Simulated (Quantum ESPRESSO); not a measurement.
# Energy mapping worked by hand: KNiF3

Can a spin model with one coupling foretell the energy of a further order of KNiF3?

Program: Quantum ESPRESSO 7.5. Level of theory: LDA with U = 6 eV on Ni d (ortho-atomic projectors); plane waves with GBRV 1.5 LDA potentials, no spin-orbit coupling. Results are calculated unless marked as measured.

Experimental background.

“Incipient geometric lattice instability of cubic fluoroperovskites” (2021, arxiv:2110.13026) quotes from earlier work for KNiF3, cubic perovskite (literature value for the cubic antiferromagnet): ordering temperature (Neel temperature) 244.8 K.

The database entry behind the starting cell differs from later determinations by our own check (about 0.35 % short), so it need not match the best structure at ambient conditions.

### 1. The structure

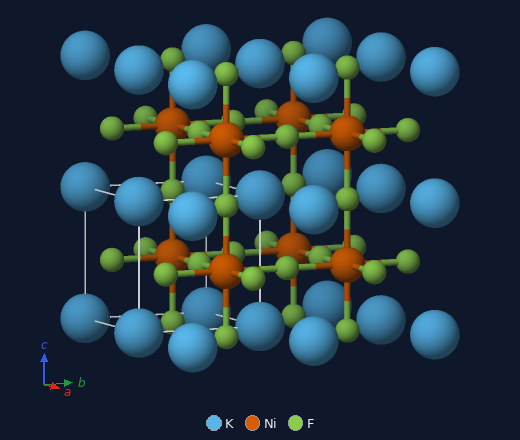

The cell as given, slightly off an axis (potassium blue, nickel orange, fluorine green). 2×2×2 cells are drawn. Some periodic images of atoms are drawn too.

Structure file:

```cif
data_structure
_symmetry_space_group_name_H-M 'Pm-3m'
_symmetry_Int_Tables_number 221
_cell_length_a 4.0000
_cell_length_b 4.0000
_cell_length_c 4.0000
_cell_angle_alpha 90.000
_cell_angle_beta 90.000
_cell_angle_gamma 90.000
_cell_volume 64.00
loop_
_atom_site_label
_atom_site_type_symbol
_atom_site_symmetry_multiplicity
_atom_site_Wyckoff_symbol
_atom_site_fract_x
_atom_site_fract_y
_atom_site_fract_z
_atom_site_occupancy
K1 K 1 a 0.00000 0.00000 0.00000 1
Ni1 Ni 1 b 0.50000 0.50000 0.50000 1
F1 F 3 c 0.50000 0.50000 0.00000 1
```

The cell comes from the Crystallography Open Database.

### 2. The parallel order

All energies count from this run.

File pw.in:

```
&CONTROL
  calculation = 'scf'
  prefix = 'pwscf'
  outdir = './tmp'
  pseudo_dir = './pseudo'
  disk_io = 'nowf'
/
&SYSTEM
  ibrav = 0
  nat = 5
  ntyp = 3
  ecutwfc = 40
  ecutrho = 280
  nbnd = 34
  occupations = 'smearing'
  smearing = 'fd'
  degauss = 0.00367493
  nspin = 2
  starting_magnetization(1) = 0
  starting_magnetization(2) = 0.1111
  starting_magnetization(3) = 0
/
&ELECTRONS
  conv_thr = 1d-08
  electron_maxstep = 150
  mixing_beta = 0.3
/
ATOMIC_SPECIES
K      39.0983 k_lda_v1.4.uspp.F.UPF
Ni     58.6934 ni_lda_v1.4.uspp.F.UPF
F      18.9984 f_lda_v1.4.uspp.F.UPF
CELL_PARAMETERS angstrom
   4.0000000000    0.0000000000    0.0000000000
   0.0000000000    4.0000000000    0.0000000000
   0.0000000000    0.0000000000    4.0000000000
ATOMIC_POSITIONS crystal
K       0.0000000000    0.0000000000    0.0000000000
Ni      0.5000000000    0.5000000000    0.5000000000
F       0.5000000000    0.5000000000    0.0000000000
F       0.0000000000    0.5000000000    0.5000000000
F       0.5000000000    0.0000000000    0.5000000000
K_POINTS automatic
6 6 6 0 0 0
HUBBARD {ortho-atomic}
U Ni-3d 6.0000
```

On the command line:

```sh
OMP_NUM_THREADS=1 mpirun -n 4 pw.x -nk 4 -in pw.in > pw.out
```

The log of the run:

```text
Program PWSCF v.7.5 starts
     [... lines left out ...]
     number of atoms/cell      =            5
     [... lines left out ...]
     number of electrons       =        48.00
     number of Kohn-Sham states=           34
     kinetic-energy cutoff     =      40.0000  Ry
     charge density cutoff     =     280.0000  Ry
     scf convergence threshold =      1.0E-08
     [... lines left out ...]
     48 Sym. Ops., with inversion, found
     [... lines left out ...]
     number of k points=    20  Fermi-Dirac smearing, width (Ry)=  0.0037
     [... lines left out ...]
     iteration # 12     ecut=    40.00 Ry     beta= 0.30
     [... lines left out ...]
     Magnetic moment per site  (integrated on atomic sphere of radius R)
     atom   1 (R=0.292)  charge=  7.6064  magn= -0.0008
     atom   2 (R=0.206)  charge= 15.3750  magn=  1.7593
     atom   3 (R=0.206)  charge=  6.4961  magn=  0.0565
     atom   4 (R=0.206)  charge=  6.4961  magn=  0.0565
     atom   5 (R=0.206)  charge=  6.4961  magn=  0.0565
     [... lines left out ...]
     Tr[ns(  2)] (up, down, total) =   4.98699  3.18104  8.16803
     [... lines left out ...]
     the Fermi energy is     6.5095 ev
!    total energy              =    -546.06815509 Ry
     estimated scf accuracy    <          9.4E-09 Ry
     smearing contrib. (-TS)   =      -0.00000000 Ry
     [... lines left out ...]
     total magnetization       =     2.00 Bohr mag/cell
     absolute magnetization    =     2.03 Bohr mag/cell
     convergence has been achieved in  12 iterations
   JOB DONE.
```

It took 6.5 s on 4 MPI ranks of AMD EPYC 9R45 (Zen 5), shared host; peak memory 0.46 GiB.

Spin moment in the atom's sphere by atom:

| atom | spin moment in the atom's sphere (μB) |
| --- | --- |
| K1 | 0.00 |
| Ni2 | 1.76 |
| F3 | 0.06 |
| F4 | 0.06 |
| F5 | 0.06 |

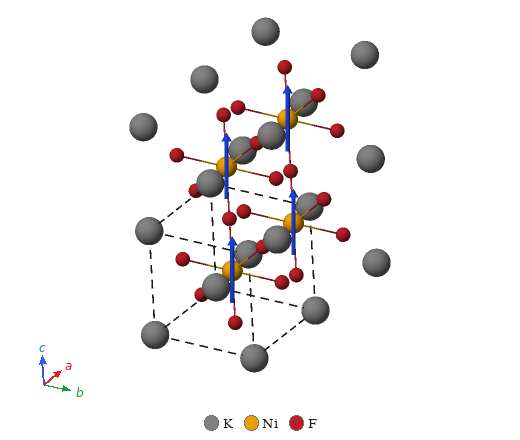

Spin moment in the atom's sphere as arrows, the longest 1.76 μB. Up and down stand for the sign. Arrows give size and sign along the axis of quantisation, drawn up and down the page. 2×1×2 cells are drawn. Some periodic images of atoms are drawn too.

Numbers from this step:

```yaml
smearing_term_ts: 4.21e-16 eV
magnetization: 2 μB
absolute_magnetization: 2.027 μB
final_state: ferromagnetic
```

### 3. The orders used for the fit

The other orders were run with the same settings, on meshes that hold the same points. Free energies are divided by the number of Ni atoms; q is in fractions of the reciprocal vectors of the first run's cell.

```csv
order,atoms,mesh,free energy (eV),eV per Ni,largest moment (μB)
F +,5,6×6×6,-7429.6357,-7429.6357,1.76
"AF q=(0,1/2,1/2) +-",10,6×3×6,-14859.3883,-7429.6941,1.73
```

### 4. Counting neighbours

With E = −Σ J e_i·e_j over ordered pairs of unit vectors, turning a neighbour from parallel to opposed costs 2J a Ni atom. So an order lies 2 Σ n J over the parallel one, n being the opposed neighbours in each shell.

```csv
shell,distance (Å),neighbours,"opposed in AF q=(0,1/2,1/2) +-","opposed in AF q=(1/2,1/2,1/2) +-"
J1,4.00,6,4,6
J2,5.66,12,8,0
```

Only J1 is kept, as an effective coupling that takes up all reversed shells.

### 5. Solving

```
2 × 4 × J1 = -58.4 meV    (AF q=(0,1/2,1/2) +-)
J1 = -7.30 meV
```

### 6. The test

The couplings now give the orders that were left out:

```
2 × 6 × (-7.30) = -87.6 meV    (AF q=(1/2,1/2,1/2) +-)
```

The runs themselves:

```csv
order,atoms,mesh,free energy (eV),eV per Ni,largest moment (μB),over the parallel order (meV),foretold (meV)
"AF q=(1/2,1/2,1/2) +-",10,3×6×6,-14859.4404,-7429.7202,1.72,-84.5,-87.6
```

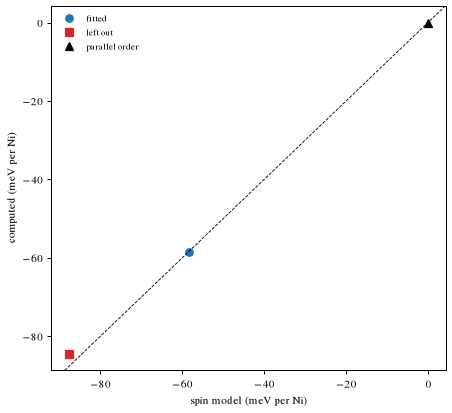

Computed energies of the orders against the model; the dashed line marks agreement.

### 7. Mean-field temperature

```
gain of AF q=(1/2,1/2,1/2) +- over disorder = (6 − 2 × 6) × (-7.30) = 43.8 meV
T = 2 × 43.8 / (3 × 0.08617) = 339 K
```

### 8. Outcome

| Item | Value |
| --- | --- |
| effective J1 (Ni–Ni at 4.00 Å) | -7.3 meV |
| largest miss on the orders left out | 3.1 meV |
| mean-field ordering temperature | 339 K |

In words: The model misses the order left out by 3.1 meV, 3.7 % of the largest energy difference, so it holds on this test. The largest moment changes by 2.4 % between the orders. Shells that were dropped are folded into the couplings or show in the miss. Mean field overstates the temperature of the model, and classical spins understate it for small quantum spins, by up to the factor (S+1)/S.

Computed beside measured:

| quantity | measured | mean field |
| --- | --- | --- |
| ordering temperature (K) | 244.8 | 339 (+38.4 %) |

Measured values from arxiv:2110.13026 (2021).

**Verdict.** The ordering temperature is off by +38.4 %: a clear miss. Mean-field temperatures run high for given couplings and spin length. No cell relaxation is part of this session.

[Logs and program files are shortened in this print: banners, set-up blocks, solver, clock and traceback lines can be left out without a mark of their own.]

[Logs are printed without paths, hosts, clocks, repeated set-up lines and the standing remarks that a program may print on its own settings, such as how far it seeks lower states.]

[Hosts, paths, dates, database ids (printed as entryN), source tags and the programs' standing remarks are cut or masked in the printed files.]

[Where a cell is said to come from a database of computed structures, the database is the Materials Project.]
